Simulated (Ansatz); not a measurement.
# CH3 on Mg(0001), ontop start, 2x2 cell: photoemission fingerprints, part 2 of 4

Wanted: core-level shifts and unfolded surface bands for CH3 on Mg(0001), ontop start, 2x2 cell.

Ansatz 0.2.0; DFT, PBE, plane-wave PAW, default files, scalar-relativistic.

So far, work function, upper face (eV): step 2 (the clean face) 3.76.

### 3. Relaxing the atoms

System of this step: Mg16H3C. The cell holds 20 atoms: 3 H, 1 C and 16 Mg. Cell: a = 6.380 Å, b = 6.380 Å, c = 25.195 Å, α = 90.0°, β = 90.0°, γ = 60.0°. It derives from Mg. How the cell was made: adsorbate; added: CH3; site: ontop; coverage 0.25 monolayer; cell: 2x2; on one face. Regions: ad, 4 atoms (3 H and 1 C); L1, 4 atoms (4 Mg); L2, 4 atoms (4 Mg); L3, 4 atoms (4 Mg); rest, 4 atoms (4 Mg). Vacuum lies along c.

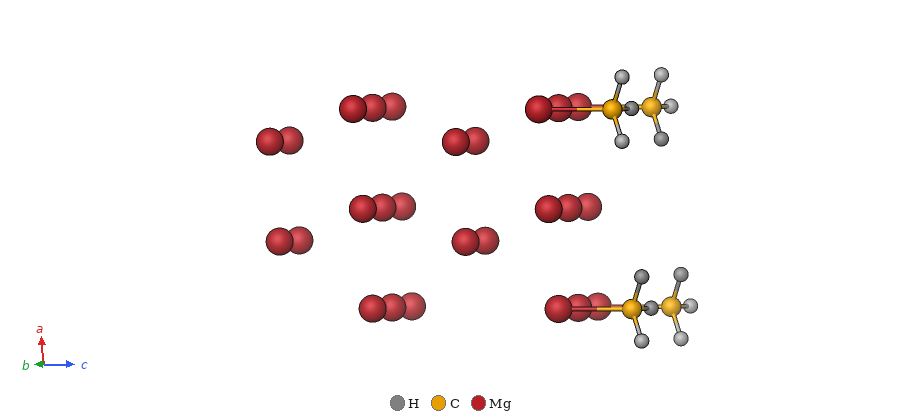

The cell of this step (hydrogen grey, carbon orange, magnesium red). Some periodic images of atoms are drawn too.

Levels and vacuum steps follow bond lengths, so the atoms are relaxed first. 8 atoms are held to stand for the bulk. A dipole correction cancels the field between unlike faces.

Contents of input.yaml:

```yaml
crystal:
  lattice:
    - [6.38, 0.0, 0.0]
    - [3.19, 5.5252420761, 0.0]
    - [0.0, 0.0, 25.195]
  atoms:
    - { symbol: H, position: [0.161986398, 0.0, 0.702321889] }
    - { symbol: H, position: [0.842373591, 0.161078915, 0.702321889] }
    - { symbol: H, position: [0.002883779, 0.838921085, 0.702321889] }
    - { symbol: C, position: [0.000234105, 0.0, 0.68803334] }
    - { symbol: Mg, position: [0.0, 0.0, 0.60666799] }
    - { symbol: Mg, position: [0.5, 0.0, 0.60666799] }
    - { symbol: Mg, position: [0.0, 0.5, 0.60666799] }
    - { symbol: Mg, position: [0.5, 0.5, 0.60666799] }
    - { symbol: Mg, position: [0.833333333, 0.333333333, 0.503671363] }
    - { symbol: Mg, position: [0.333333333, 0.333333333, 0.503671363] }
    - { symbol: Mg, position: [0.833333333, 0.833333333, 0.503671363] }
    - { symbol: Mg, position: [0.333333333, 0.833333333, 0.503671363] }
    - { symbol: Mg, position: [0.0, 0.0, 0.400674737] }
    - { symbol: Mg, position: [0.5, 0.0, 0.400674737] }
    - { symbol: Mg, position: [0.0, 0.5, 0.400674737] }
    - { symbol: Mg, position: [0.5, 0.5, 0.400674737] }
    - { symbol: Mg, position: [0.833333333, 0.333333333, 0.297678111] }
    - { symbol: Mg, position: [0.333333333, 0.333333333, 0.297678111] }
    - { symbol: Mg, position: [0.833333333, 0.833333333, 0.297678111] }
    - { symbol: Mg, position: [0.333333333, 0.833333333, 0.297678111] }
kpoints:
  mp_grid: { grid: [6, 6, 1] }
scf:
  occupations: { method: fermi_dirac, width: 0.05 }
  n_extra_bands: 16
hamiltonian:
  xc: pbe
  pseudopotentials: { kind: paw }
output:
  forces: true
  write_potential: true
  volumetric_format: []
efield:
  axis: 3
  dipole_correction: true
relax:
  f_tol: 0.03
  max_steps: 45
  constraints: [{ sites: [12, 13, 14, 15, 16, 17, 18, 19] }]
```

Command:

```sh
$ ansatz run input.yaml --threads 8 --pin off --max-ram 20480MiB --backend cpu --events-out ev --progress --plain --runs-dir out
```

Numbers of over 12 decimals in the logs are rounded to 6 here.

The log of the run:

```text
[...]
Crystal: 20 atoms, lattice volume = 888.150 Å³
Basis set: ecut = 420 eV, 17437 PW (Γ), exchange–correlation on 90×90×360 points (8 copies of the dense FFT grid, shifted against one another)
Bands: 100, of which v1, the nominal top of the filled ones, is band 84 counted from 1 (83 counted from 0)
Symmetry: 1 space group operations
[...]
k-points: 20 of 36 (time reversal used)
[...]
SCF iter   1: F=—  HF=-31076.841245 eV  |F-HF|=—  |Δ(HF+E_count)|=         —  Δρ=2.86e-3  dr2=5.12e-1  ethr=1.77e-3  p=-0.006 e·Å  D=-1.18e-3 V/Å  ΔV_dip=0.03 eV  dr2_dipole=2.58e-1  V_vac-E_F(+/−)=3.87/3.84 eV  ⟨swp⟩=13.2  Hψ=10422  notcnv=0  defer=37
[...]
SCF iter   6: F=-31076.784159 eV  HF=-31076.784160 eV  |F-HF|=9.06e-7  |Δ(HF+E_count)|=   3.44e-7  Δρ=7.66e-6  dr2=1.37e-6  ethr=1.35e-8  p=-0.088 e·Å  D=-1.79e-2 V/Å  ΔV_dip=0.45 eV  dr2_dipole=2.58e-7  V_vac-E_F(+/−)=4.21/3.75 eV  ⟨swp⟩=11.9  Hψ=16668  notcnv=0
SCF 1 converged in 6 iterations: F = -31076.784159 eV  dr2 = 1.37e-6
[...]
relax step   1: F+E_penalty+E_count = -31076.78415933 eV  Δ(F+E_penalty+E_count) = +0.000e0 eV  max|allowed force component| = 9.902e-1 eV/Å  Δτ_max = 0.0000 Å  (6 SCF iters, dr2 threshold 2.25e-5 eV, accepted)
[...]
SCF iter   5: F=-31076.907897 eV  HF=-31076.907901 eV  |F-HF|=3.97e-6  |Δ(HF+E_count)|=   6.65e-6  Δρ=3.20e-5  dr2=1.08e-5  ethr=3.67e-8  p=-0.110 e·Å  D=-2.24e-2 V/Å  ΔV_dip=0.56 eV  dr2_dipole=2.87e-7  V_vac-E_F(+/−)=4.31/3.74 eV  ⟨swp⟩=10.8  Hψ=14284  notcnv=0
SCF 2 converged in 5 iterations: F = -31076.907897 eV  dr2 = 1.08e-5
relax step   2: F+E_penalty+E_count = -31076.90789692 eV  Δ(F+E_penalty+E_count) = -1.237e-1 eV  max|allowed force component| = 3.393e-1 eV/Å  Δτ_max = 0.1933 Å  (5 SCF iters, dr2 threshold 6.13e-5 eV, accepted)
SCF iter   1: F=—  HF=-31077.070924 eV  |F-HF|=—  |Δ(HF+E_count)|=         —  Δρ=8.30e-3  dr2=4.87e-1  ethr=2.90e-3  p=-0.110 e·Å  D=-2.24e-2 V/Å  ΔV_dip=0.56 eV  dr2_dipole=6.44e-3  V_vac-E_F(+/−)=4.29/3.73 eV  ⟨swp⟩=3.2  Hψ=3864  notcnv=0  defer=31
[...]
SCF iter   5: F=-31076.945863 eV  HF=-31076.945861 eV  |F-HF|=2.07e-6  |Δ(HF+E_count)|=   1.52e-5  Δρ=2.26e-5  dr2=4.44e-6  ethr=4.31e-9  p=-0.133 e·Å  D=-2.70e-2 V/Å  ΔV_dip=0.68 eV  dr2_dipole=6.77e-9  V_vac-E_F(+/−)=4.42/3.73 eV  ⟨swp⟩=10.7  Hψ=14268  notcnv=0
SCF 3 converged in 5 iterations: F = -31076.945863 eV  dr2 = 4.44e-6
relax step   3: F+E_penalty+E_count = -31076.94586332 eV  Δ(F+E_penalty+E_count) = -3.797e-2 eV  max|allowed force component| = 6.752e-2 eV/Å  Δτ_max = 0.1757 Å  (5 SCF iters, dr2 threshold 7.20e-6 eV, accepted)
[...]
relax step   4: F+E_penalty+E_count = -31076.95057382 eV  Δ(F+E_penalty+E_count) = -4.711e-3 eV  max|allowed force component| = 5.697e-2 eV/Å  Δτ_max = 0.1173 Å  (7 SCF iters, accepted)
[...]
relax step   5: F+E_penalty+E_count = -31076.95246837 eV  Δ(F+E_penalty+E_count) = -1.895e-3 eV  max|allowed force component| = 4.386e-2 eV/Å  Δτ_max = 0.0554 Å  (6 SCF iters, accepted)
[...]
relax step   6: F+E_penalty+E_count = -31076.95289131 eV  Δ(F+E_penalty+E_count) = -4.229e-4 eV  max|allowed force component| = 1.586e-2 eV/Å  Δτ_max = 0.0209 Å  (4 SCF iters, dr2 threshold 1.14e-6 eV, accepted)
[...]
SCF iter   3: F=-31076.952892 eV  HF=-31076.952892 eV  |F-HF|=1.00e-9  |Δ(HF+E_count)|=   1.17e-8  Δρ=5.69e-7  dr2=2.99e-9  ethr=5.99e-11  p=-0.150 e·Å  D=-3.05e-2 V/Å  ΔV_dip=0.77 eV  dr2_dipole=9.04e-11  V_vac-E_F(+/−)=4.50/3.73 eV  ⟨swp⟩=9.2  Hψ=10554  notcnv=0
SCF 7 converged in 3 iterations: F = -31076.952892 eV  dr2 = 2.99e-9
relax step   7: F+E_penalty+E_count = -31076.95289156 eV  Δ(F+E_penalty+E_count) = -2.522e-7 eV  max|allowed force component| = 1.629e-2 eV/Å  Δτ_max = 0.0000 Å  (3 SCF iters, accepted)
NSCF: frozen V_eff on 20 k-points
[...]
SCF converged after 3 iterations
Free energy (F): -31076.952892 eV
[...]
Internal energy: -31076.898074 eV  (E = F + TS)
E sigma→0 (E₀):  -31076.925483 eV
Entropy (-TS):   -0.054818 eV (-2.741 meV/atom)
Fermi energy:    0.135840 eV
Dipole field:    D = -0.030520 V/Å  (p = -0.149797 e·Å, saw-weighted, corrected)
Work function:   Φ+ = 4.4976 eV   Φ− = 3.7285 eV
[...]
--- Forces (eV/Å), atoms counted from 1 ---
  atom   1  H     -0.01150498     0.00093028    -0.00752482
  atom   2  H      0.00195531    -0.01009351    -0.00587631
  atom   3  H      0.00300613     0.00709575    -0.00535794
  atom   4  C      0.00789460     0.00221385     0.01629378
  atom   5  Mg    -0.00109489    -0.00026480     0.00078015
  atom   6  Mg    -0.00034761     0.00145072    -0.00060019
  atom   7  Mg     0.00151779    -0.00035623     0.00021747
  atom   8  Mg    -0.00121140    -0.00110232     0.00035969
  atom   9  Mg    -0.00035665    -0.00006903     0.00085759
  atom  10  Mg     0.00005366     0.00013948    -0.00225599
  atom  11  Mg     0.00025214    -0.00029156     0.00101284
  atom  12  Mg     0.00007029     0.00021569     0.00094206
  atom  13  Mg     0.00034627     0.00002533     0.12816069
  atom  14  Mg     0.00001613    -0.01091633     0.03148991
  atom  15  Mg    -0.00976900     0.00500001     0.03140808
  atom  16  Mg     0.00912912     0.00600771     0.03153977
  atom  17  Mg     0.00023707    -0.05864218    -0.05853299
  atom  18  Mg    -0.00031773    -0.00004834    -0.04577574
  atom  19  Mg     0.05080558     0.02908733    -0.05871199
  atom  20  Mg    -0.05068315     0.02961852    -0.05840545
  max |Σ_I F_I| component: 2.06e-5 eV/Å
--- Band table (eV; the first three rows and the last of 20) ---
  k-point 0: bands = [... 80 lower, -0.9938, -0.8703, -0.8698, -0.8272, -0.4703, 0.3909, 0.3921, 0.4009, ... 12 higher]
  k-point 1: bands = [... 80 lower, -0.7835, -0.5256, -0.4354, -0.2998, -0.1021, 0.2145, 0.3417, 0.8384, ... 12 higher]
  k-point 2: bands = [... 80 lower, -0.6586, -0.4287, 0.0524, 0.2522, 0.2882, 1.1755, 1.1876, 1.2558, ... 12 higher]
  k-point 19: bands = [... 80 lower, -0.8086, -0.5238, 0.3452, 0.5364, 0.7409, 1.0277, 1.7317, 1.7556, ... 12 higher]
--- Relaxed structure (7 steps of the walk, 7 accepted, 0 SCFs on fresh bases) ---
  F+E_penalty+E_count = -31076.95289156 eV   max|allowed force component| = 1.629e-2 eV/Å
  atoms:
    - { symbol: H, position: [0.153583, 0.018175, 0.722302] }
    - { symbol: H, position: [0.831875, 0.152185, 0.722495] }
    - { symbol: H, position: [0.019687, 0.830381, 0.722496] }
    - { symbol: C, position: [0.00149579, 0.000215806, 0.707249] }
    - { symbol: Mg, position: [-6.20451611824138e-5, 3.068105743988722e-5, 0.621014] }
    - { symbol: Mg, position: [0.500256, -0.000442309, 0.605837] }
    - { symbol: Mg, position: [-0.000598739, 0.500276, 0.605807] }
    - { symbol: Mg, position: [0.500101, 0.500213, 0.605808] }
    - { symbol: Mg, position: [0.834992, 0.329904, 0.505035] }
    - { symbol: Mg, position: [0.333278, 0.333329, 0.501921] }
    - { symbol: Mg, position: [0.835037, 0.835072, 0.505022] }
    - { symbol: Mg, position: [0.329874, 0.835083, 0.505051] }
    - { symbol: Mg, position: [0.0, 0.0, 0.400674737] }
    - { symbol: Mg, position: [0.5, 0.0, 0.400674737] }
    - { symbol: Mg, position: [2.7755575615628914e-17, 0.500000, 0.400674737] }
    - { symbol: Mg, position: [0.500000, 0.500000, 0.400674737] }
    - { symbol: Mg, position: [0.833333, 0.333333, 0.297678111] }
    - { symbol: Mg, position: [0.333333, 0.333333, 0.297678111] }
    - { symbol: Mg, position: [0.833333, 0.833333333, 0.297678111] }
    - { symbol: Mg, position: [0.333333, 0.833333333, 0.297678111] }
```

Run time: 98 s. Hardware: 8 threads of Arm Neoverse V2, shared host; peak memory 3.7 GiB.

The steps of the relaxation:

| step | energy less that of the first step (eV) | largest force component (eV/Å) |
| --- | --- | --- |
| 1 | 0.0000 | 0.9902 |
| 2 | -0.1237 | 0.3393 |
| 3 | -0.1617 | 0.0675 |
| 4 | -0.1664 | 0.0570 |
| 5 | -0.1683 | 0.0439 |
| 6 | -0.1687 | 0.0159 |
| 7 | -0.1687 | 0.0163 |

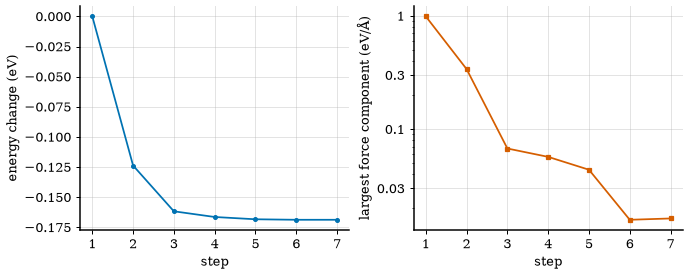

Energy and largest force along the relaxation.

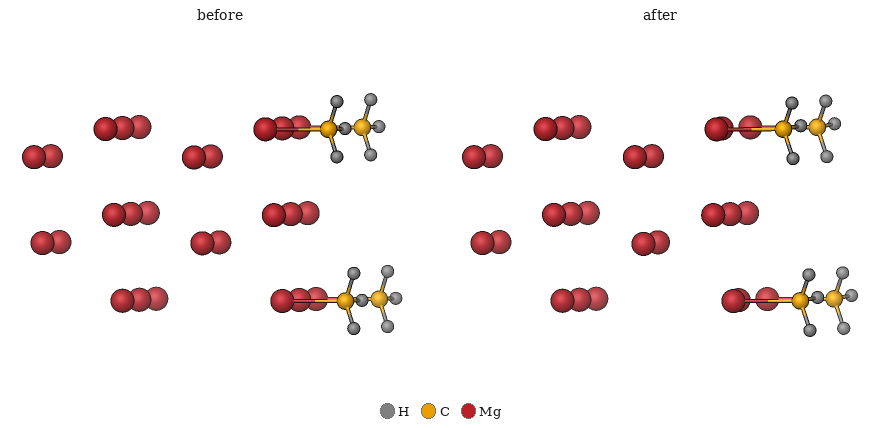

Before and after, at one scale.

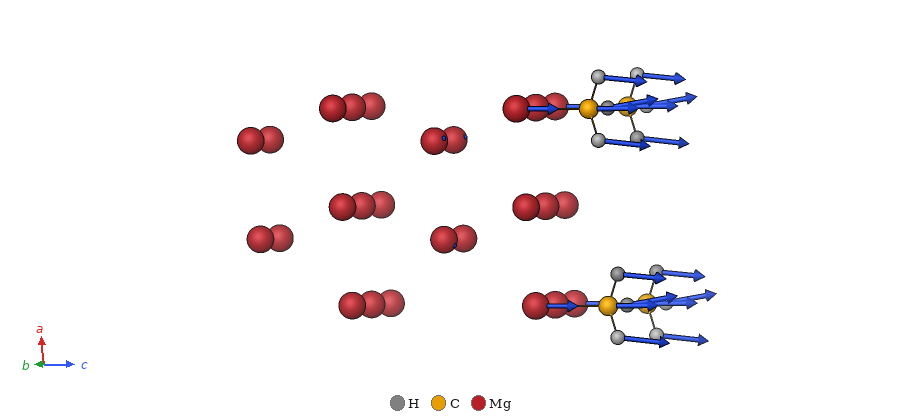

Displacements in the relaxation, exaggerated; the longest in the cell stands for 0.52 Å. Some periodic images of atoms are drawn too.

The atoms that moved most (Å):

| atom | dx | dy | dz | length |
| --- | --- | --- | --- | --- |
| H2 | -0.095 | -0.049 | 0.508 | 0.519 |
| H3 | 0.080 | -0.047 | 0.508 | 0.517 |
| H1 | 0.004 | 0.100 | 0.503 | 0.513 |
| C4 | 0.009 | 0.001 | 0.484 | 0.484 |
| Mg5 | 0.000 | 0.000 | 0.361 | 0.361 |
| Mg10 | 0.000 | 0.000 | -0.044 | 0.044 |
| Mg12 | -0.016 | 0.010 | 0.035 | 0.040 |
| Mg9 | 0.000 | -0.019 | 0.034 | 0.039 |

This step gave:

| Item | Value |
| --- | --- |
| free energy | -31076.9529 eV |
| energy at zero smearing | -31076.9255 eV |
| smearing term TS | 0.05482 eV |
| Fermi energy | 0.1358 eV |
| symmetry operations | 1 |
| work function, upper face | 4.498 eV |
| work function, lower face | 3.728 eV |

The relaxation ends 8.4 meV an atom lower, with a largest force component of 0.016 eV/Å on the free atoms. Between step 2 and this run (20 atoms) the value for the work function, upper face moves from 3.76 eV to 4.50 eV (+20 %).

### 4. Bands by layer

This is the main run. States are solved along the surface zone's path and weighed by where they lie along the normal, since photoemission sees the top layers. The cell holds 4 small cells, so the bands are unfolded.

Contents of input.yaml:

```yaml
crystal:
  lattice:
    - [6.38, 0.0, 0.0]
    - [3.19, 5.5252420761, 0.0]
    - [0.0, 0.0, 25.195]
  atoms:
    - { symbol: H, position: [0.1535832841, 0.0181748737, 0.7223020999] }
    - { symbol: H, position: [0.8318749036, 0.1521847252, 0.7224948431] }
    - { symbol: H, position: [0.0196868295, 0.8303813749, 0.7224959539] }
    - { symbol: C, position: [0.0014957892, 0.000215806, 0.7072490115] }
    - { symbol: Mg, position: [-6.20452e-05, 3.06811e-05, 0.6210144287] }
    - { symbol: Mg, position: [0.5002557277, -0.0004423089, 0.6058373647] }
    - { symbol: Mg, position: [-0.0005987387, 0.500275642, 0.6058074272] }
    - { symbol: Mg, position: [0.5001014818, 0.5002127919, 0.6058081357] }
    - { symbol: Mg, position: [0.8349919699, 0.3299044072, 0.5050345301] }
    - { symbol: Mg, position: [0.3332779776, 0.3333294986, 0.5019205431] }
    - { symbol: Mg, position: [0.8350366294, 0.8350722461, 0.505021913] }
    - { symbol: Mg, position: [0.3298735008, 0.8350828078, 0.5050509964] }
    - { symbol: Mg, position: [0.0, 0.0, 0.400674737] }
    - { symbol: Mg, position: [0.5, 0.0, 0.400674737] }
    - { symbol: Mg, position: [0.0, 0.5, 0.400674737] }
    - { symbol: Mg, position: [0.5, 0.5, 0.400674737] }
    - { symbol: Mg, position: [0.833333333, 0.333333333, 0.297678111] }
    - { symbol: Mg, position: [0.333333333, 0.333333333, 0.297678111] }
    - { symbol: Mg, position: [0.833333333, 0.833333333, 0.297678111] }
    - { symbol: Mg, position: [0.333333333, 0.833333333, 0.297678111] }
kpoints:
  mp_grid: { grid: [6, 6, 1] }
scf:
  occupations: { method: fermi_dirac, width: 0.05 }
  n_extra_bands: 26
hamiltonian:
  xc: pbe
  pseudopotentials: { kind: paw }
output:
  forces: true
  write_potential: true
  volumetric_format: []
  dos:
    projected:
      site_lists:
        adsorbate: [0, 1, 2, 3]
        layer_1: [4, 5, 6, 7]
        layer_2: [8, 9, 10, 11]
        layer_3: [12, 13, 14, 15]
        other_layers: [16, 17, 18, 19]
    de: 0.05
    e_range: [-30, 12]
    method: { smearing: { sigma: 0.15, scheme: gaussian } }
  eigenstates:
    kpoints:
      - [0.33333333, -0.33333333, 0.0]
      - [0.25, -0.375, 0.0]
      - [0.16666667, -0.41666667, 0.0]
      - [0.08333333, -0.45833333, 0.0]
      - [0.0, 0.5, 0.0]
      - [-0.08333333, 0.45833333, 0.0]
      # [... 29 more points ...]
      - [0.25, 0.5, 0.0]
      - [0.29166667, -0.41666667, 0.0]
    e_range: [-8.0, 4.0]
    unfold:
      supercell_matrix: [[2, 0, 0], [0, 2, 0], [0, 0, 1]]
      layers:
        axis: 3
        edges: [0.138916, 0.426768, 0.426868, 0.573335, 0.573435, 0.881256]
efield:
  axis: 3
  dipole_correction: true
```

The log of the run:

```text
[...]
Crystal: 20 atoms, lattice volume = 888.150 Å³
Basis set: ecut = 420 eV, 17437 PW (Γ), exchange–correlation on 90×90×360 points (8 copies of the dense FFT grid, shifted against one another)
Bands: 110, of which v1, the nominal top of the filled ones, is band 84 counted from 1 (83 counted from 0)
Symmetry: 1 space group operations
[...]
k-points: 20 of 36 (time reversal used)
[...]
SCF iter   1: F=—  HF=-31077.007704 eV  |F-HF|=—  |Δ(HF+E_count)|=         —  Δρ=2.89e-3  dr2=5.28e-1  ethr=1.77e-3  p=-0.047 e·Å  D=-9.57e-3 V/Å  ΔV_dip=0.24 eV  dr2_dipole=2.68e-1  V_vac-E_F(+/−)=4.06/3.82 eV  ⟨swp⟩=11.3  Hψ=11525  notcnv=0  defer=187
[...]
SCF iter   8: F=-31076.952890 eV  HF=-31076.952890 eV  |F-HF|=1.65e-8  |Δ(HF+E_count)|=   1.37e-7  Δρ=5.24e-7  dr2=1.31e-8  ethr=2.31e-11  p=-0.150 e·Å  D=-3.05e-2 V/Å  ΔV_dip=0.77 eV  dr2_dipole=8.22e-9  V_vac-E_F(+/−)=4.50/3.73 eV  ⟨swp⟩=10.8  Hψ=12163  notcnv=0
WARN: efield: at this solve's end the planar-averaged density reaches 1.10e-5 e/Å³ inside the ramp window [0.9204, 0.0998] (bound 1e-5 e/Å³), and -1.06e-6 e/Å³ on another of its planes; the window's nearer edge stands 4.99 Å from this solve's nearest atom along the axis. Its work functions, free energy, forces, stress, dipole, levels and responses can be off, and this figure does not tell by how much. A short vacuum, a low `basis.ecutwfc` or `basis.ecutrho_ratio` and negative occupations (`scf.occupations.method`) can put density there. See the manual's quickstart, § The vacuum guard
SCF 1 converged in 8 iterations: F = -31076.952890 eV  dr2 = 1.31e-8
[...]
efield: sawtooth ramp at fractional position 0.9601 (kept from the solve that this one continues, or follows in the run), width 0.1000; the density the first Hamiltonian is built on has a dipole p = -0.150 e·Å; the dipole correction subtracts the counter field D = -3.05e-2 V/Å, which shifts the + side's vacuum level by +0.77 eV against the − side's; the planar-averaged density in the ramp window peaks in size at 1.1e-5 e/Å³
[...]
SCF converged after 8 iterations
Free energy (F): -31076.952890 eV
[...]
Internal energy: -31076.898072 eV  (E = F + TS)
E sigma→0 (E₀):  -31076.925481 eV
Entropy (-TS):   -0.054818 eV (-2.741 meV/atom)
Fermi energy:    0.128062 eV
Dipole field:    D = -0.030588 V/Å  (p = -0.150132 e·Å, saw-weighted, corrected)
Work function:   Φ+ = 4.4984 eV   Φ− = 3.7276 eV
[...]
Vacuum region:   at the solve's end the planar-averaged density reaches 1.10e-5 e/Å³ inside the ramp window [0.9204, 0.0998] (bound 1e-5 e/Å³), and -1.06e-6 e/Å³ on another of its planes
[...]
--- Forces (eV/Å), atoms counted from 1 ---
  atom   1  H     -0.01159506     0.00092470    -0.00754908
  atom   2  H      0.00200543    -0.01016905    -0.00590014
  atom   3  H      0.00304668     0.00717696    -0.00538185
  atom   4  C      0.00789578     0.00221404     0.01630002
  atom   5  Mg    -0.00109465    -0.00026495     0.00081580
  atom   6  Mg    -0.00034768     0.00145145    -0.00060569
  atom   7  Mg     0.00151840    -0.00035703     0.00021124
  atom   8  Mg    -0.00121230    -0.00110271     0.00035335
  atom   9  Mg    -0.00035656    -0.00006588     0.00086137
  atom  10  Mg     0.00005363     0.00013952    -0.00225043
  atom  11  Mg     0.00024942    -0.00029312     0.00101659
  atom  12  Mg     0.00007294     0.00021404     0.00094582
  atom  13  Mg     0.00034625     0.00002533     0.12816554
  atom  14  Mg     0.00001614    -0.01092133     0.03149277
  atom  15  Mg    -0.00977332     0.00500254     0.03141090
  atom  16  Mg     0.00913346     0.00601018     0.03154254
  atom  17  Mg     0.00023706    -0.05863837    -0.05853632
  atom  18  Mg    -0.00031772    -0.00004833    -0.04577543
  atom  19  Mg     0.05080232     0.02908543    -0.05871531
  atom  20  Mg    -0.05067986     0.02961661    -0.05840880
  max |Σ_I F_I| component: 7.10e-6 eV/Å
--- Band table (eV; the first three rows and the last of 20) ---
  k-point 0: bands = [... 80 lower, -1.0016, -0.8781, -0.8776, -0.8349, -0.4780, 0.3831, 0.3843, 0.3931, ... 22 higher]
  k-point 1: bands = [... 80 lower, -0.7913, -0.5334, -0.4432, -0.3076, -0.1099, 0.2067, 0.3339, 0.8307, ... 22 higher]
  k-point 2: bands = [... 80 lower, -0.6663, -0.4364, 0.0446, 0.2444, 0.2805, 1.1677, 1.1798, 1.2481, ... 22 higher]
  k-point 19: bands = [... 80 lower, -0.8164, -0.5316, 0.3374, 0.5286, 0.7331, 1.0200, 1.7239, 1.7479, ... 22 higher]
```

The job ended after 97 s (8 threads; peak memory 5.4 GiB; 13 min of CPU time).

Numbers from this step:

```
Fermi energy                                   : 0.1281 eV
share of occupied states in no projected shell : 0.2109 of the occupied states in the window
DOS at the Fermi level                         : 7.717 states/eV/cell
```

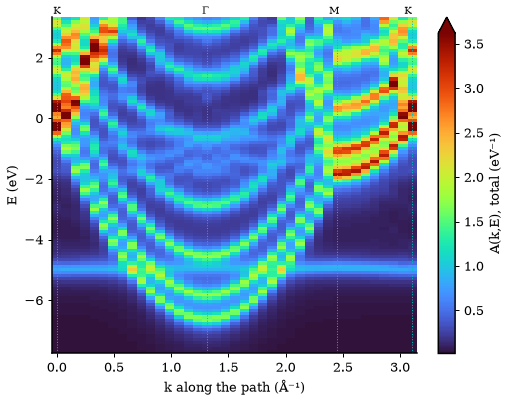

A(k,E), total over k along the path and E. Zero: Fermi level.

[end of part 2 of 4]

[Logs are printed without paths, hosts, clocks, repeated set-up lines and the standing remarks that a program may print on its own settings, such as how far it seeks lower states.]

[Hosts, paths, dates, database ids (printed as entryN), source tags and the programs' standing remarks are cut or masked in the printed files.]

[Maps of the electrostatic potential energy from Ansatz leave out the sawtooth potential of an applied field or a dipole correction, so their vacuum need not be flat; work functions include it.]
